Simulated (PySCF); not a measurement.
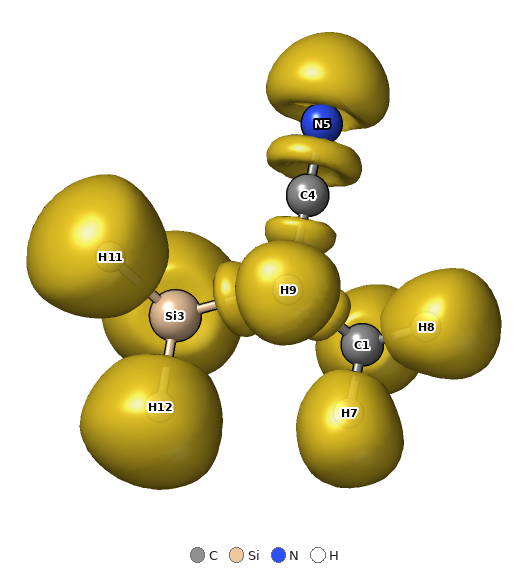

*C$_{3}$H$_{7}$NSi (SMILES C[C@H]([SiH3])C#N). Isosurface of the electron localisation function at 0.8 (yellow), seen across its widest extent. Only the valence region is drawn (cores and ρ < 0.01 e/Å³ removed).*

Geometry: GFN2-xTB.

Computed with PBE0/def2-SVPD, SCF density, gas phase in PySCF.

Input

```
{"job": {"kind": "uv", "xc": "PBE0", "basis": "def2-SVPD", "nstates": 8, "ntriplets": 3}, "charge": 0, "multiplicity": 1}
C     -0.880175    -0.829385     0.802408
C     -0.409202     0.023116    -0.379456
Si     1.510591     0.139809    -0.476667
C     -0.946898     1.345928    -0.277286
N     -1.355924     2.410561    -0.175416
H     -0.542116    -0.399338     1.743253
H     -0.479545    -1.837665     0.719567
H     -1.967908    -0.891134     0.827783
H     -0.788114    -0.411589    -1.311438
H      2.003893     0.744116     0.758558
H      1.863429     0.940377    -1.646013
H      1.993167    -1.235482    -0.611319
```

Command:

```sh
OMP_NUM_THREADS=1 python probes_run.py task.json out
```

> Where are the electrons localised?

The ELF exceeds this value in two regions between bonded C–C atoms (shared pairs), one region between bonded C–N atoms (shared pairs), one region between bonded C–Si atoms (shared pairs), seven regions around hydrogen nuclei and one lobe on N, pointing away from the bonds (lone pairs). Profiles from the grid: C–N (1.15 Å): the ELF peaks at about 0.85 between the atoms (a multiple bond). C–C (1.43 Å): the ELF peaks at about 0.95 between the atoms: a covalent bond.
